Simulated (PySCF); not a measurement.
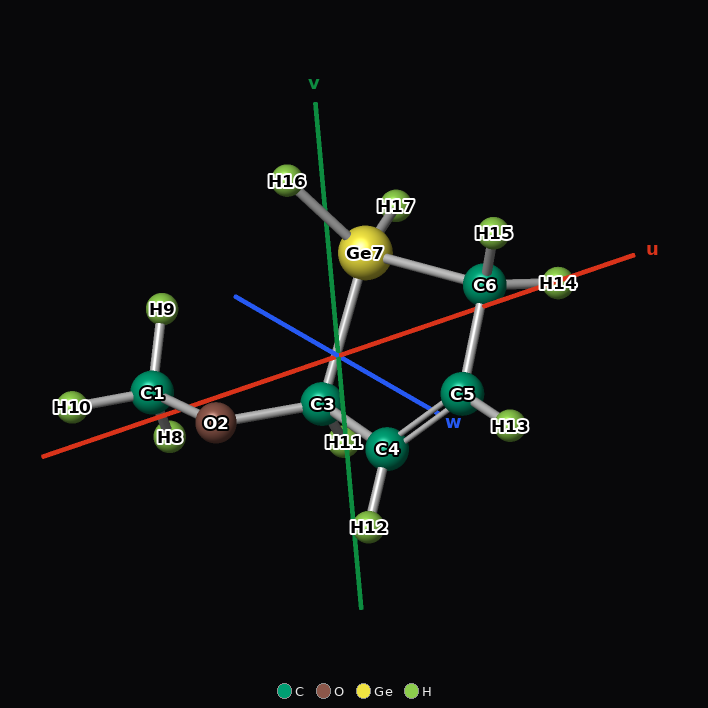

The lines u, v and w are the principal axes of the static dipole polarisability. Computed geometry: GFN2-xTB optimisation. No frequency run is at hand to confirm it as a minimum. Computed with CAM-B3LYP/def2-SVPD (PySCF 2.14.0).

**Along which axis is the molecule most polarisable, and along which least?**

Most along u (close to the long direction C1···C6), least along w.

**Give the three principal values.**

u 107.7, v 94.2, w 72.9 bohr³; mean 91.6, anisotropy 30.4 bohr³.

The geometry is semi-empirical. Around Ge such bond lengths and angles can be off by a tenth of an ångström or more and by several degrees, and values that hang on the shape move with them.
